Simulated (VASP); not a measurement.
Band structure of CuGaSe$_{2}$ (space group I-42d). Method: PBE GGA, VASP's PBE PAW potentials (set 64) (plane waves; VASP).

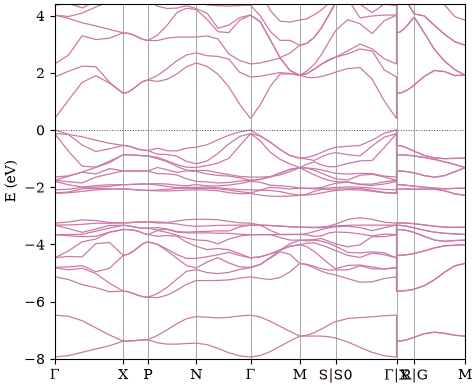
Fig. 1. Bands along high-symmetry lines, zero at the valence-band maximum or, without a gap, the Fermi level

Problem. Read the plot: is there a gap, and where are the band edges?

Solution. The gap is direct, 0.40 eV, from the valence maximum at Γ to the conduction minimum at Γ.

The structure is a typed CuGaSe2 crystal. The cell was not relaxed at this level. The k-mesh is coarse (spacing up to 0.53 per Å, 2π included), so the numbers may not be converged in it.
